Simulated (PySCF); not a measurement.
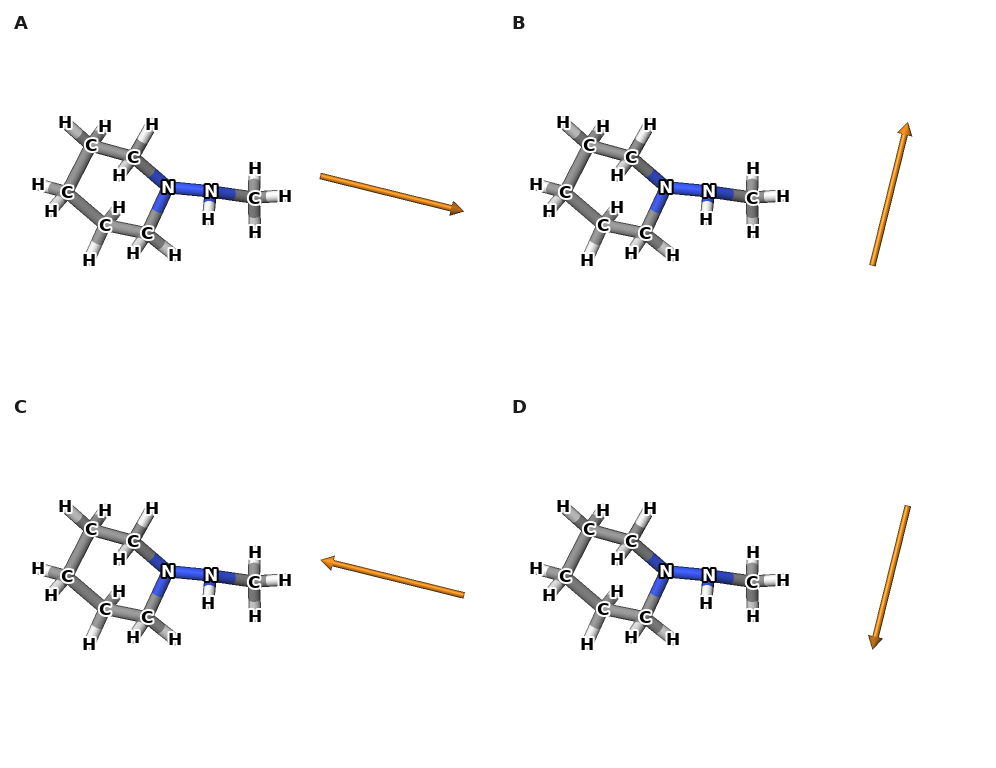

The same molecule four times, each with an arrow. Computed geometry: GFN2-xTB optimisation. No frequency run is at hand to confirm it as a minimum. Method: PBE0/pcSseg-1, gas phase (PySCF 2.14.0).

### Which arrow points along the dipole moment, from the negative to the positive end?

D. The dipole moment is 1.21 D.
